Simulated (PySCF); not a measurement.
# SiNH3ClO (SMILES [NH][SiH](O)Cl) at UMP2/3-21G

What is the vertical ionisation energy of SiNH3ClO at UMP2/3-21G? Input form: a Python script.

The calculation is run with PySCF 2.14.0.

## (1) The system as given

SiNH3ClO: 7 atoms, total charge 0, spin state doublet. SMILES: `[NH][SiH](O)Cl`. The shape is that of a PBE0-D4/def2-TZVP optimisation. This is one conformer, not always the lowest.

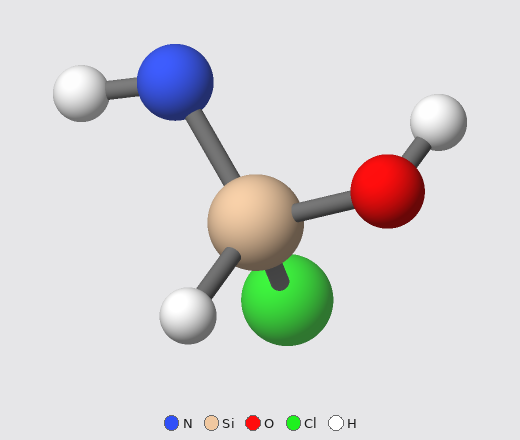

Viewed from a chosen angle; nitrogen blue, silicon light orange, oxygen red, chlorine green, hydrogen white.

## (2) A single-point energy at UMP2/3-21G

calc.py reads:

```python
from pyscf import gto, scf, mp

mol = gto.M(
    atom='''
N       -0.309900       1.111500      -0.879100
Si      -0.073900      -0.114300       0.330400
O        1.465600      -0.630300       0.304800
Cl      -1.390000      -1.593900      -0.221000
H       -1.151500       1.677300      -0.756300
H       -0.348600       0.280200       1.724700
H        1.869600      -0.798400      -0.549200
''',
    verbose=3,
    max_memory=1860,
    spin=1,
    basis='3-21g',
    charge=0,
)

mf = scf.UHF(mol)
mf.conv_tol = 1e-10
mf.kernel()
if not mf.converged:
    mf = mf.newton().run(mf.mo_coeff, mf.mo_occ)

pt = mp.MP2(mf, frozen=12).run()
e_final = pt.e_tot
print('Final energy', e_final)
```

Started as:

```
$ OMP_NUM_THREADS=1 python calc.py
```

Standard output:

```text
converged SCF energy = -875.085373173288  <S^2> = 0.75641943  2S+1 = 2.0064092
E(UMP2) = -875.373702499867  E_corr = -0.28832932657928
E(SCS-UMP2) = -875.372004456654  E_corr = -0.286631283366043
Final energy -875.3737024998668
```

Run time: 1.3 s. Hardware: 1 thread of Arm Neoverse V1, shared host; peak memory 0.13 GiB.

## (3) The singlet cation at the same level

calc.py reads:

```python
from pyscf import gto, mp

molecule = gto.M(
    atom='''
N       -0.309900       1.111500      -0.879100
Si      -0.073900      -0.114300       0.330400
O        1.465600      -0.630300       0.304800
Cl      -1.390000      -1.593900      -0.221000
H       -1.151500       1.677300      -0.756300
H       -0.348600       0.280200       1.724700
H        1.869600      -0.798400      -0.549200
''',
    max_memory=1860,
    basis='3-21g',
    verbose=3,
    charge=1,
)

calc0 = molecule.RHF()
calc0.conv_tol = 1e-10
calc0.kernel()
if not calc0.converged:
    calc0 = calc0.newton().run(calc0.mo_coeff, calc0.mo_occ)

pt = mp.MP2(calc0, frozen=12).run()
energy = pt.e_tot
print(f'total energy: {energy:.8f} hartree')
```

Started as:

```
$ OMP_NUM_THREADS=1 python calc.py
```

Standard output:

```text
converged SCF energy = -874.651565254254
E(RMP2) = -874.945291277218  E_corr = -0.293726022964026
E(SCS-RMP2) = -874.945925365081  E_corr = -0.294360110827262
total energy: -874.94529128 hartree
```

Run time: 1.2 s. Hardware: 1 thread of Arm Neoverse V1, shared host; peak memory 0.13 GiB.

## (4) Results

At UMP2/3-21G, 12 core orbitals frozen:

| quantity | value |
| --- | --- |
| doublet SiNH3ClO: total energy | -875.37370 Eh |
| doublet SiNH3ClO: dipole moment (Hartree–Fock density) | 2.17 D |
| doublet SiNH3ClO: HOMO energy (Hartree–Fock orbitals) (highest over α and β) | -11.65 eV |
| doublet SiNH3ClO: LUMO energy (Hartree–Fock orbitals) (lowest over α and β) | 1.71 eV |
| doublet SiNH3ClO: correlation energy (12 core orbitals frozen) | -288.3 mEh |
| doublet SiNH3ClO: ⟨S²⟩ of the reference determinant | 0.756 |
| singlet cation: total energy | -874.94529 Eh |
| singlet cation: HOMO energy (Hartree–Fock orbitals) | -18.48 eV |
| singlet cation: LUMO energy (Hartree–Fock orbitals) | -9.63 eV |
| singlet cation: HOMO–LUMO gap (Hartree–Fock orbitals) | 8.85 eV |
| singlet cation: correlation energy (12 core orbitals frozen) | -293.7 mEh |
| vertical ionisation energy (to the singlet cation) | 11.658 eV |

The vertical ionisation energy comes to 11.66 eV (269 kcal/mol). Only the singlet of the ionised species was computed; a triplet could lie lower. Mulliken charges (singlet cation) of the mean-field density run from -0.79 on O3 to +1.45 on Si2; they depend strongly on the basis.
